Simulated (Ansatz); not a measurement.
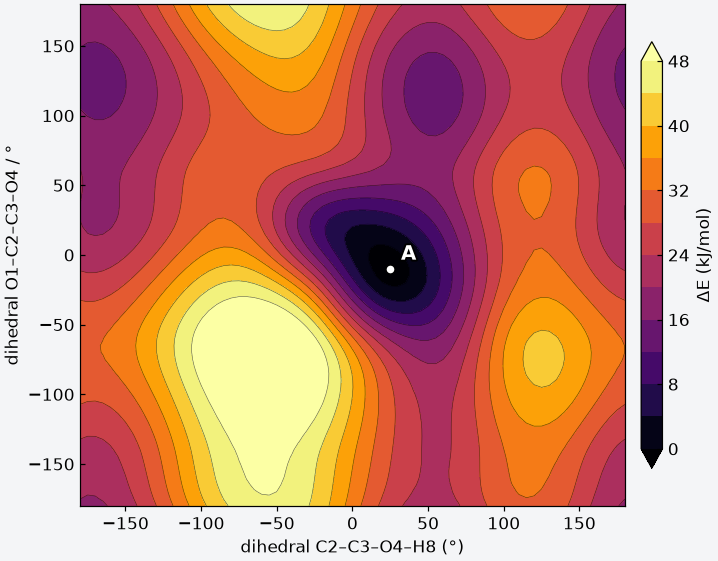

C2H3FO2, SMILES O=CC(O)F. 
- The first coordinate is: dihedral C2–C3–O4–H8; the second: dihedral O1–C2–C3–O4.
- Nothing is relaxed (all other coordinates rigid).
- The grid has 9 × 9 points.
- Points are written as (first, second).
- Energies are in kJ/mol, from the lowest grid point.
- All numbers below come from Ansatz, RKS PBE0-D4/def2-TZVP.

Drawn: filled contours, one colour for all values above the top of the scale, the point A. Between grid points the surface is interpolated.

### Find the lowest pass out of the well at A.

The easiest path leads from the well at about (25°, −10°) to the well at about (55°, 115°), about 16 kJ/mol higher. Its highest point lies about 20 kJ/mol above the bottom of the first well on the interpolated surface, at about (45°, 65°). Seen from the upper well the barrier is about 4.2 kJ/mol. The start is the relaxed structure and all else is held, so a fully relaxed path at this level can only be lower.

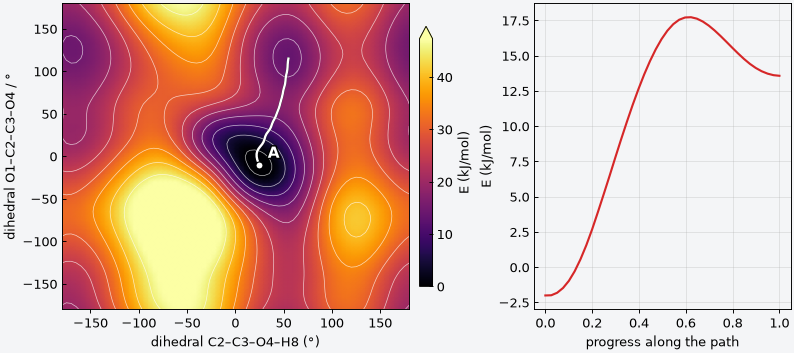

In the figure: a smooth colour map with a few white contour lines, a line along the lowest path, one colour for all values above the top of the scale, the energy along the path at the right. Between grid points the surface is interpolated.
